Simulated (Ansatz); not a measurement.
## SnS2, response to strain

Start from SnS₂ in the CdI2 type structure (space group P-3m1, No. 164; a = 3.626 Å, c = 5.574 Å; layered, stacked along the Cartesian z axis). Axes: x lies along a and z along c of the hexagonal cell.

Strains are applied to the cell and any free atomic positions relax; under biaxial strain the out-of-plane vector relaxes too.

All numbers come from plane-wave PAW DFT at the PBEsol-D3(BJ) level (Ansatz, a program for electronic structure, 420 eV), no spin-orbit coupling, earlier PAW set.

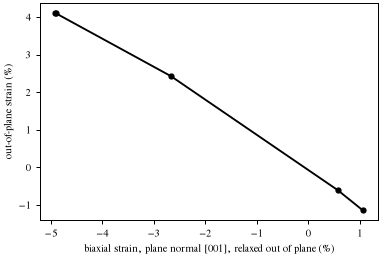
Figure: Out-of-plane strain against biaxial strain, plane normal [001], relaxed out of plane

### Question
From the plot, what is the out-of-plane strain for biaxial strain +0.57 %, plane normal [001], relaxed out of plane?

### Answer
About -0.6 %.

### Question
Is the trend monotonic over the range shown?

### Answer
Yes, it falls throughout, spanning -1.15 % to +4.11 %.

Stability against distortions was not tested.
